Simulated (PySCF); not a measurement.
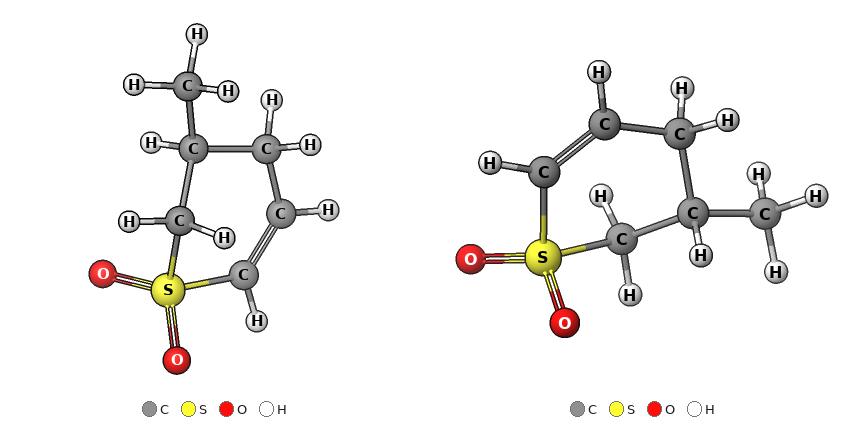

Two views of one molecule.

Describe the molecule.

The molecule is C6H10O2S. SMILES: `C[C@H]1CC=CS(=O)(=O)C1`. Independent rings (smallest set): 1 of 6 members. Among its groups: alkene, sulfone. This geometry has C1 symmetry. Coordination: 4 C tetrahedral; 2 C trigonal planar; 1 S tetrahedral.

The parts below concern this one geometry. Atoms keep their numbers from picture to picture. The computed structure is the end point of a PBE0-D3(BJ)/def2-SVP optimisation. No frequency run is at hand to confirm it as a minimum.

NMR shielding

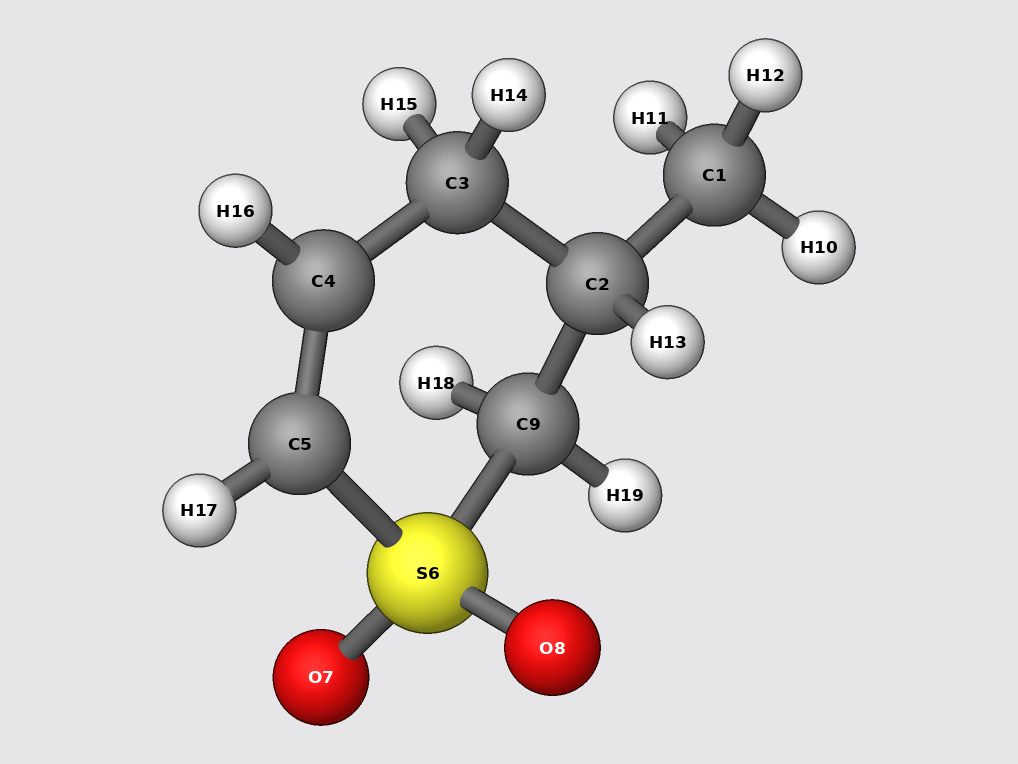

No frequency run is at hand to confirm it as a minimum. Properties computed with GIAO PBE0/pcSseg-1 NMR shielding, non-relativistic, IEF-PCM acetonitrile (PySCF 2.14.0). Principal shieldings σ11 ≤ σ22 ≤ σ33, span Ω = σ33 − σ11, skew κ = 3(σiso − σ22)/Ω.

Give the shielding tensors of the S atoms.

```json
{"atom": "S6", "σ11": "42.6", "σ22": "187.2", "σ33": "371.8", "σiso": "200.5", "Ω": "329.1", "κ": "0.12"}
```

Shieldings and span in ppm.

Charges

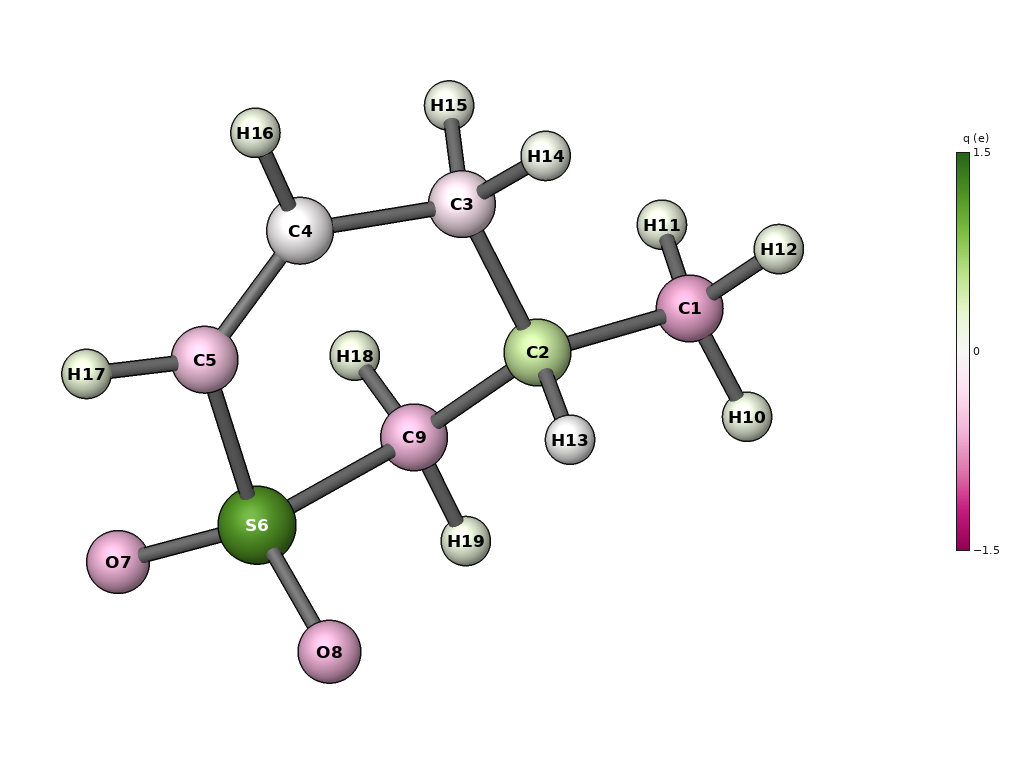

Atoms are coloured by their ESP-fitted charges. No frequency run is at hand to confirm it as a minimum. Method: PBE0/pcSseg-1 in acetonitrile (IEF-PCM) (PySCF 2.14.0).

Give the ESP-fitted charges atom by atom.

| atom | value (e) |
| --- | --- |
| C1 | −0.67 |
| C2 | 0.50 |
| C3 | −0.23 |
| C4 | −0.03 |
| C5 | −0.49 |
| S6 | 1.16 |
| O7 | −0.61 |
| O8 | −0.61 |
| C9 | −0.60 |
| H10 | 0.18 |
| H11 | 0.17 |
| H12 | 0.16 |
| H13 | 0.00 |
| H14 | 0.11 |
| H15 | 0.12 |
| H16 | 0.17 |
| H17 | 0.25 |
| H18 | 0.22 |
| H19 | 0.21 |

Electronic properties

No frequency run is at hand to confirm it as a minimum. Properties computed with PBE0/pcSseg-1 in acetonitrile (IEF-PCM) (PySCF 2.14.0).

> What is the LUMO energy (Kohn–Sham orbital)?

−0.62 eV.

> Estimate the HOMO energy (Kohn–Sham orbital).

−7.90 eV.

> What is the dipole moment?

7.51 D.
